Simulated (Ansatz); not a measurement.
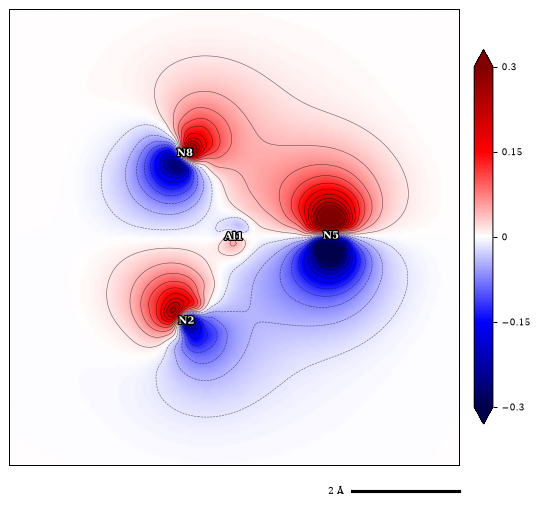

*AlH₆N₃. The HOMO on the plane of atoms N5, Al1 and N8 (values in Å⁻³ᐟ²; the overall sign is arbitrary).*

Theory: RKS BLYP/6-31G (Ansatz 0.2.0).

The calculation's input:

```
crystal:
  periodic: [false, false, false]
  atoms:
    - { symbol: Al, position_ang: [0.0, 0.0, 0.0] }
    - { symbol: "N", position_ang: [0.0, 0.0, 1.92] }
    - { symbol: H, position_ang: [-0.877, -0.2713, 2.45] }
    - { symbol: H, position_ang: [0.877, 0.2713, 2.45] }
    - { symbol: "N", position_ang: [1.6627, 0.0, -0.96] }
    - { symbol: H, position_ang: [2.1293, -0.9179, -1.2118] }
    - { symbol: H, position_ang: [2.1141, 0.9179, -1.2382] }
    - { symbol: "N", position_ang: [-1.6627, 0.0, -0.96] }
    - { symbol: H, position_ang: [-2.3316, -0.8164, -0.8614] }
    - { symbol: H, position_ang: [-1.9118, 0.8164, -1.5886] }
basis:
  gaussian: { orbitals: "6-31G" }
hamiltonian:
  xc: blyp
relax:
  f_tol: 0.02
  max_steps: 40
output:
  orbitals: {}
```

Launched as:

```sh
ansatz run input.yaml --threads 1 --pin off --max-ram 2048MiB --backend cpu --events-out ev --progress --plain --runs-dir out
```

The fields are those of the run's last geometry, not of the input's.

Question: Where does this orbital lie, and at what energy?

Answer: By Hirshfeld shares it lies mainly on N5 (about 55 %), N2 (about 15 %) and N8 (about 15 %); largely a combination of lone pairs on N5, N2 and N8. It is one of a degenerate set, so its orientation is arbitrary. Its energy is −4.64 eV.
